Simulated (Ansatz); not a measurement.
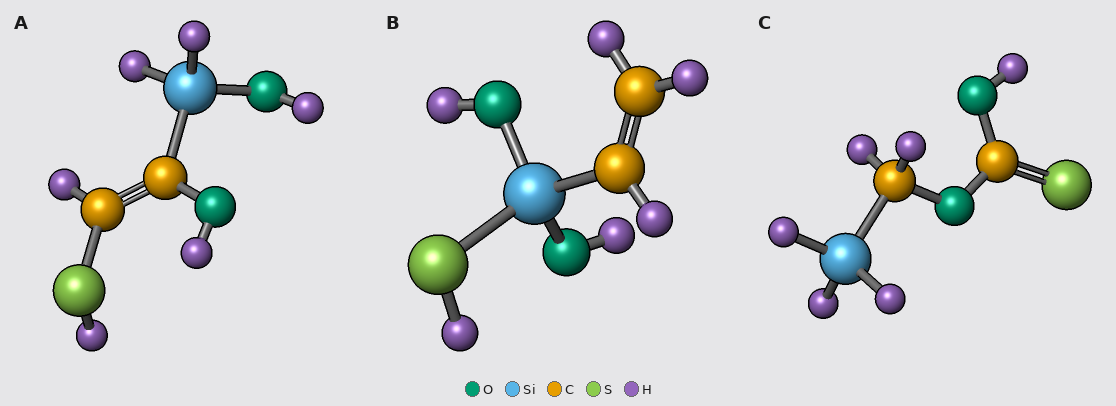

(Drawn from a calculation with Ansatz.)

Which panel belongs to which SMILES?
(1) C=C[Si](O)(O)S
(2) O[SiH2]/C(O)=C/S
(3) OC(=S)OC[SiH3]

A is (2), B is (1), C is (3).
